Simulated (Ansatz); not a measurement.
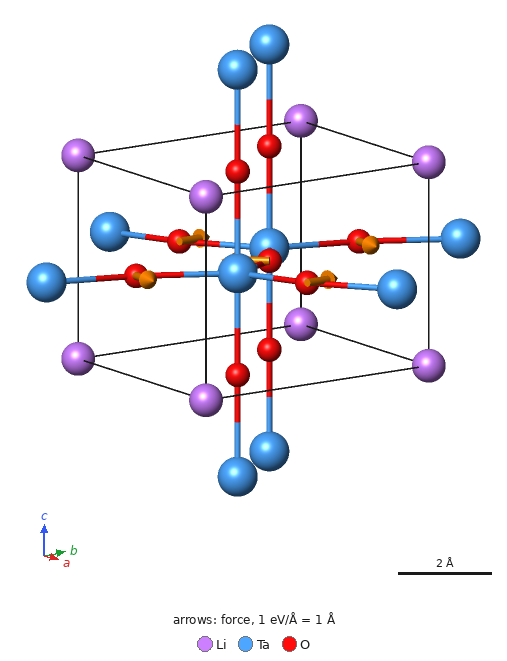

Starting geometry of a crystal of LiTa$_{2}$O$_{5}$ (a generated structure, set up in P-62m) (coarse preliminary run) with the computed forces as orange arrows. A ball-and-stick model of the cell of the calculation, seen slightly off an axis.

Method: Ansatz 0.2.0, DFT PBE, scalar-relativistic, plane waves, PAW. Settings: plane-wave cutoff 420 eV; k-point mesh 3 × 3 × 4; occupations gaussian; smearing width 0.1 eV; no spin polarisation; cell and atoms relaxed; force threshold 0.04 eV/Å; at most 70 steps.

### Is this structure relaxed? If not, where do the atoms go?

It isn't relaxed: the largest force vector, on O atoms, is 1.05 eV/Å. Measured relative to the changing cell, the final displacements run against the starting forces (cosine between the two patterns −1.00). The energy falls by 1119 meV per atom in 16 accepted moves (18 points after the start). Largest force component: 1.1 eV/Å at the start, 0.00047 eV/Å at the end. Pressure: −22.73 GPa at the start and −0.02 GPa at the end. At 2 points the geometry stayed and the basis and grid were re-selected for the new cell (energy shift of 4.0 meV per atom at most each time). The largest moves relative to the cell, 0.78 Å, are those of O atoms. Ta and Li stay in place. The volume changes by −50.0 %, with a = b 7.663 → 5.774 Å (−24.7 %), c 4.428 → 3.902 Å (−11.9 %). Among the contacts that change: Li–O 4.126 → 2.684 Å, Ta–Ta 4.424 → 3.334 Å, O–Ta 2.240 → 1.966 Å, O–Ta 2.214 → 1.951 Å. Among the angles between lasting bonds that change: Ta–O–Ta 162.0° → 115.9°. The space group stays P-62m (No. 189). Cost: 2.1 min on 1 thread of Arm Neoverse V2, on a shared host, peak memory 0.42 GiB.

Limits of the set-up: an odd number of electrons was run without spin polarisation, which fails if the electron would localise.
